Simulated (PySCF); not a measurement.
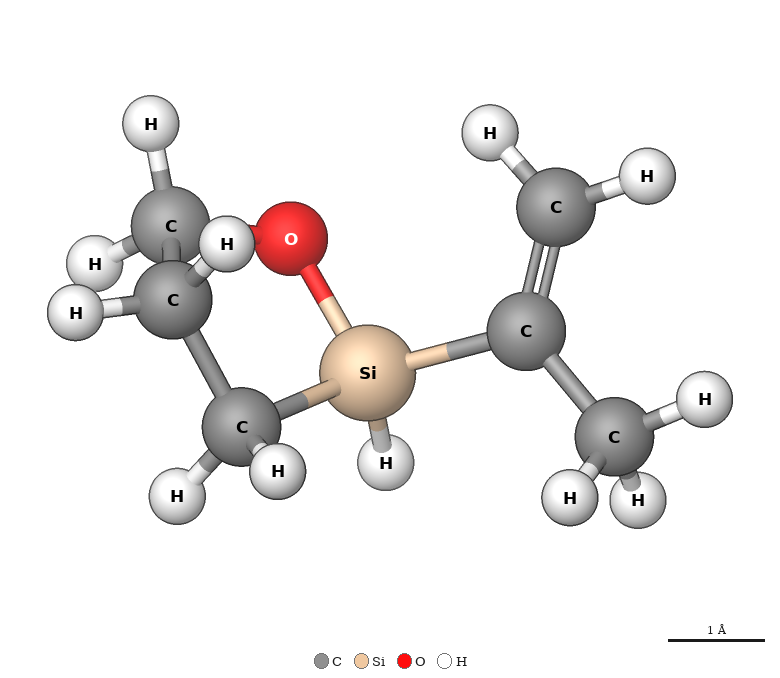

Rendered structure (ball-and-stick style). Multiple sticks mark multiple bonds (one Kekulé form).

Computed geometry: PBE0-D3(BJ)/def2-SVP optimisation. No frequency run is at hand to confirm it as a minimum.

> Give the formula.

C6H12OSi, 20 atoms: 6 carbon, 12 hydrogen, 1 oxygen and 1 silicon.

> Describe its rings.

Independent rings (smallest set): 1 of 5 members.

> Count the bonded pairs by element.

11 C–H, 4 C–C, 2 C–Si, 1 C–O, 1 O–Si, 1 Si–H.

> Which point group does it belong to?

C1.

> Write the SMILES.

C=C(C)[Si@H]1CCCO1

The parts below concern this one geometry. Atoms keep their numbers from picture to picture.

## Core levels

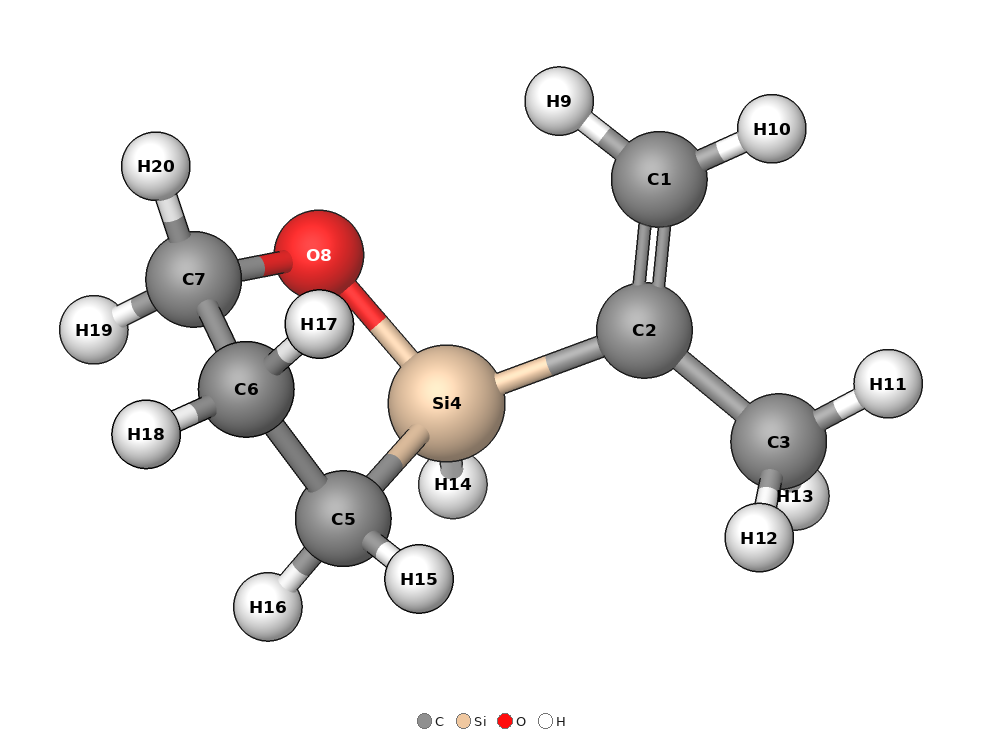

No frequency run is at hand to confirm it as a minimum. Method: delta-SCF UKS SCAN, pcX-2 on the ionised atom, pcseg-1 elsewhere, spin-free X2C (PySCF 2.14.0).

Give the core-electron binding energies (to vacuum; p and d levels without spin–orbit splitting) of C1 1s, C2 1s, C3 1s, Si4 1s, Si4 2p, C5 1s, C6 1s, C7 1s, O8 1s.

| atom | level | binding energy (eV) |
| --- | --- | --- |
| C1 | 1s | 289.9 |
| C2 | 1s | 289.9 |
| C3 | 1s | 290.7 |
| Si4 | 1s | 1846.4 |
| Si4 | 2p | 106.8 |
| C5 | 1s | 290.0 |
| C6 | 1s | 290.7 |
| C7 | 1s | 291.9 |
| O8 | 1s | 537.5 |

## Levels of theory compared

No frequency run is at hand to confirm it as a minimum. Program: PySCF 2.14.0.

Tabulate dipole (D), HOMO energy (eV), HOMO–LUMO gap (eV) at these levels: CAM-B3LYP/def2-SVPD; CAM-B3LYP/def2-SVPD in chloroform (IEF-PCM); CAM-B3LYP/pcSseg-1; PBE0/pcSseg-1; PBE0/pcSseg-1 in chloroform (IEF-PCM).

| level | dipole (D) | HOMO energy (eV) | HOMO–LUMO gap (eV) |
| --- | --- | --- | --- |
| CAM-B3LYP/def2-SVPD | 1.75 | −8.71 | 9.64 |
| CAM-B3LYP/def2-SVPD in chloroform (IEF-PCM) | 2.24 | −8.68 | 9.64 |
| CAM-B3LYP/pcSseg-1 | 1.76 | −8.69 | 9.78 |
| PBE0/pcSseg-1 | 1.76 | −7.40 | 7.29 |
| PBE0/pcSseg-1 in chloroform (IEF-PCM) | 2.19 | −7.39 | 7.29 |

## Bond orders

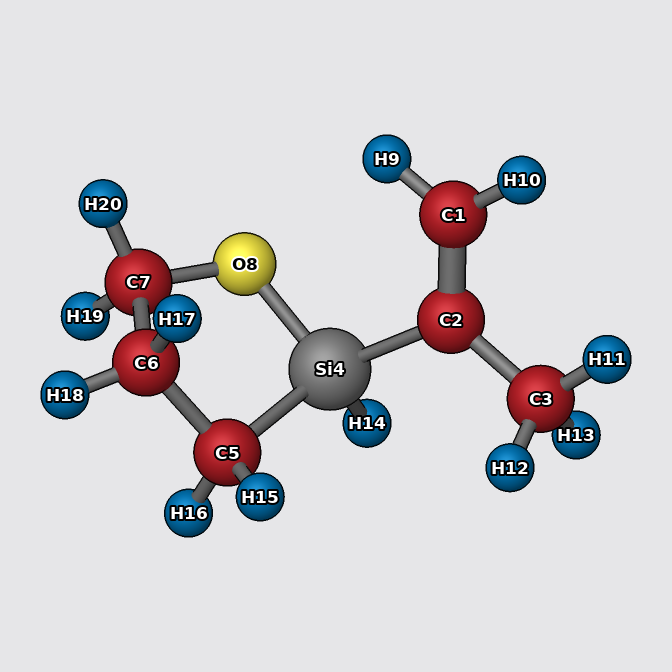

The thickness of each stick grows with its Mayer bond order. No frequency run is at hand to confirm it as a minimum. Computed with PBE0/pcSseg-1 in chloroform (IEF-PCM) (PySCF 2.14.0).

> Which bond between heavy atoms has the highest Mayer bond order?

C1–C2, 1.96, at a length of 1.341 Å.

List the Mayer bond orders of C1–C2, C2–C3, C2–Si4, Si4–C5, Si4–O8, C5–C6, C6–C7, C7–O8 (bonds between heavy atoms, one of each equivalent set).

```
  bond  Mayer order  length (Å)
 C1–C2         1.96       1.341
 C2–C3         1.05       1.501
C2–Si4         0.84       1.872
Si4–C5         0.90       1.891
Si4–O8         0.92       1.686
 C5–C6         1.02       1.536
 C6–C7         1.04       1.530
 C7–O8         0.89       1.415
```
